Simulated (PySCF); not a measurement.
# F₅Ta, SMILES `F[Ta](F)(F)(F)F`: electronic structure

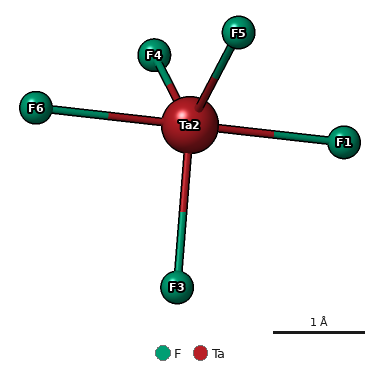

The molecule, with its atoms numbered as below. No frequency check shows the geometry to be a minimum.

Geometry (Å), atoms numbered from 1:

```
F1       1.7958    0.0003   -0.0011
Ta2     -0.0001   -0.0001   -0.0001
F3      -0.0000   -1.7564   -0.4705
F4      -0.0011    1.2861   -1.2855
F5       0.0018    0.4708    1.7564
F6      -1.7957   -0.0001    0.0014
```

Part 1: Bonding charge

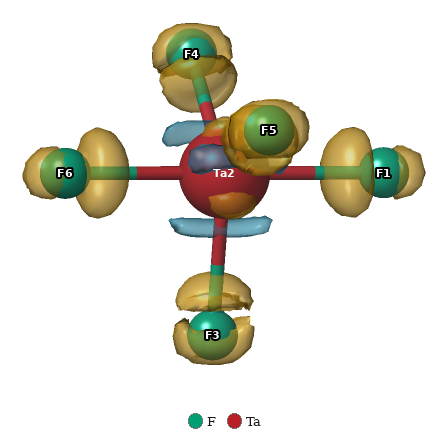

Deformation density (molecule less spherical, spin-averaged free atoms at the same positions), surfaces at ±0.15 e/Å³; yellow: gain, teal: loss.

PySCF calculation, TPSS/def2-SVP, gas phase; geometry: GFN2-xTB. Core potentials replace the inner electrons of Ta; spin–orbit coupling isn't included. This is a single-reference result, which may miss multireference character in this system.

> How much density has each bond gained at its critical point, relative to the free atoms?

Ta2–F3, Ta2–F4 and Ta2–F5: +0.01 e/Å³ at the bond critical point (bond length 1.82 Å, Mayer order 1.2); up to 0.6 Å beside the axis the gain reaches +0.19 e/Å³. Ta2–F6 and F1–Ta2: +0.01 e/Å³ at the bond critical point (bond length 1.80 Å, Mayer order 1.1); up to 0.6 Å beside the axis the gain reaches +0.22 e/Å³. In all, 1.2 electrons gather in the regions of gain relative to the promolecule. A small or negative value marks a very polar bond, one between electron-rich atoms, whose free-atom densities already overlap strongly, a long bond to a heavier atom, or a closed-shell contact such as a hydrogen bond.

Part 2: Bond critical points

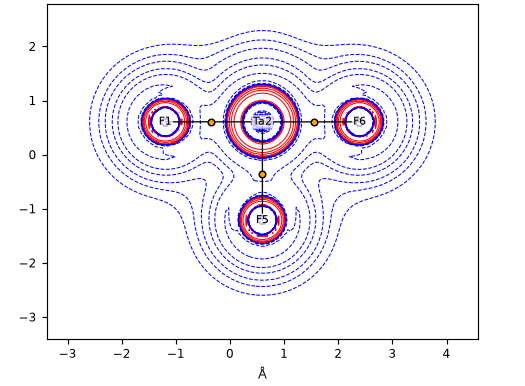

Negative Laplacian of the density (−∇²ρ) in the plane of F1, Ta2, F5 and F6 (solid red lines positive, dashed blue lines negative, contours at ±0.02 to ±8 a.u.), with bond paths and bond critical points (dots).

> At which bond critical points in this plane is charge locally concentrated, and at which depleted?

At none is it concentrated. Depleted (∇²ρ > 0): Ta2–F6 and F1–Ta2 (+1.11 a.u., H = −0.042); Ta2–F5 (+0.93 a.u., H = −0.036). A positive Laplacian with negative H is typical of metal–ligand bonds.

Part 3: Local ionisation energy

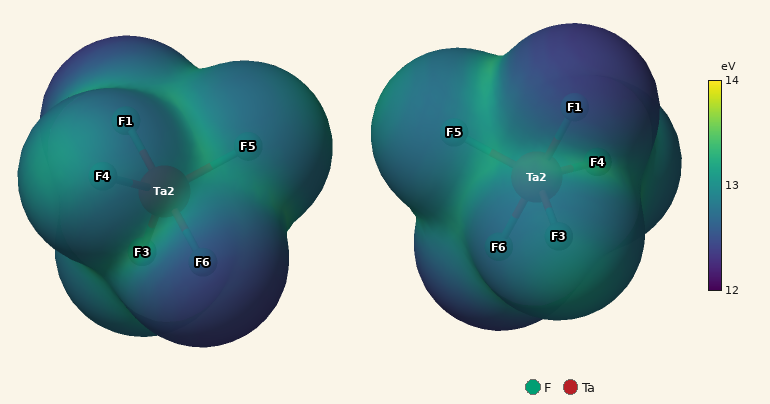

Average local ionisation energy on the surface of electron density 0.001 a.u. (back view left, front view right).

> Locate the minima of the map.

The lowest value is 12.4 eV, 1.6 Å from F1, and at like points elsewhere. Further minima include 12.7 eV, 1.7 Å from F3, and at like points elsewhere. For comparison, the highest occupied orbital lies at −10.3 eV.

> What volume does the surface enclose, and what is the dipole moment?

About 90 Å³; the dipole moment is 0.0 D.

Part 4: In an electric field

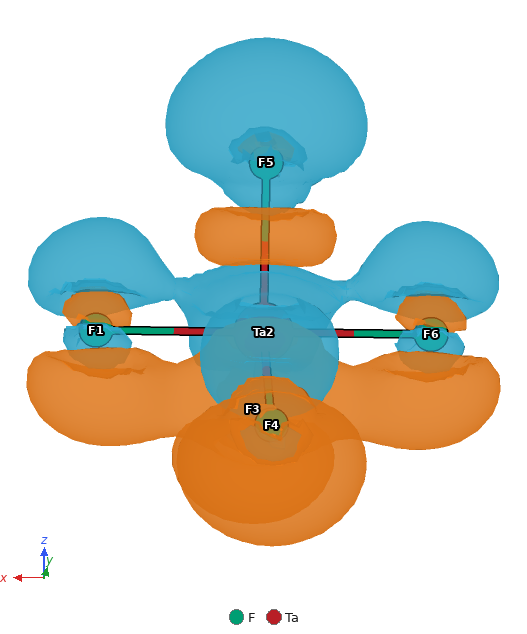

Change of the electron density in a uniform field of 0.41 V/Å, surfaces at ±0.002 e/Å³ (light blue: gain, orange: loss).

PySCF calculation, BLYP/def2-SVPD, gas phase; geometry: GFN2-xTB. Core potentials replace the inner electrons of Ta; spin–orbit coupling isn't included. This is a single-reference result, which may miss multireference character in this system.

> Along which Cartesian direction does the field point?

Along −z: electrons gather on the +z side, against the field.

> What dipole is induced, and what polarisability does it imply?

The induced dipole is 0.80 D (along the field); α along this axis, from the fields in both directions, is 39 bohr³ (5.8 Å³).

> Which atoms gain and lose the most charge?

Electrons gather most on F5 (Hirshfeld charge changes by −0.024 e) and leave F4 most (+0.018 e); 0.074 electrons are displaced in all.

Part 5: Localised orbitals

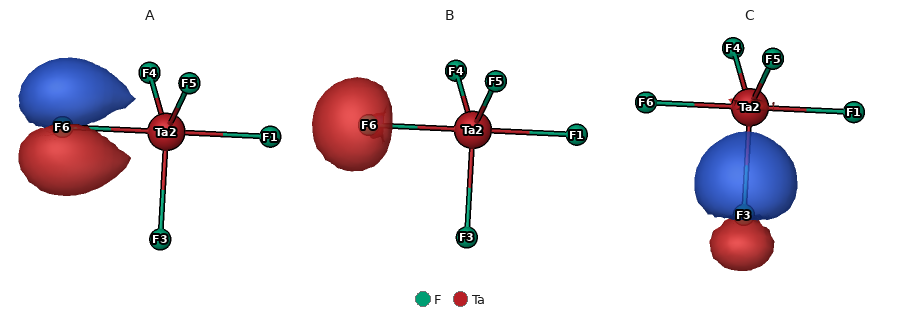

Pipek–Mezey orbitals, occupied; each surface holds about 85 % of the orbital's density. Energies are diagonal elements of the Fock matrix.

Level of theory: B3LYP/def2-TZVP (PySCF), at a geometry from GFN2-xTB. Core potentials replace the inner electrons of Ta; spin–orbit coupling isn't included. This is a single-reference result, which may miss multireference character in this system.

> What does each orbital represent in a Lewis picture?

By panel:
- A: lone pair on F6 (p-type) (F6 97 %; −13.1 eV)
- B: lone pair on F6 (sp0.4-type) (F6 98 %; −25.9 eV)
- C: very polar σ bond F3–Ta2, mostly on F3 (F3 91 %, Ta2 8 %; −20.7 eV)

The PySCF runs shown took 8.9 s, 25 s and 9.8 s on 1 thread of Intel(R) Xeon(R) 6975P-C (Granite Rapids), with other jobs on the host.
